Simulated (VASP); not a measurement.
Band structure of BP (zinc blende). Method: r2SCAN+rVV10, VASP's PBE PAW potentials (set 64) (plane waves; VASP).

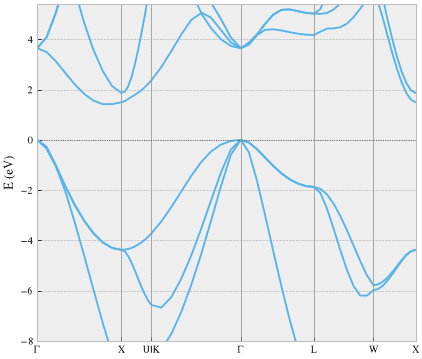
Fig. 1. Bands along high-symmetry lines, zero at the valence-band maximum or, without a gap, the Fermi level

Task: Read the plot: is there a gap, and where are the band edges?

Result: The gap is indirect, 1.42 eV, from the valence maximum at Γ to the conduction minimum at Γ-X at 0.78.

The compound is BP in the zinc blende structure. It was relaxed first.
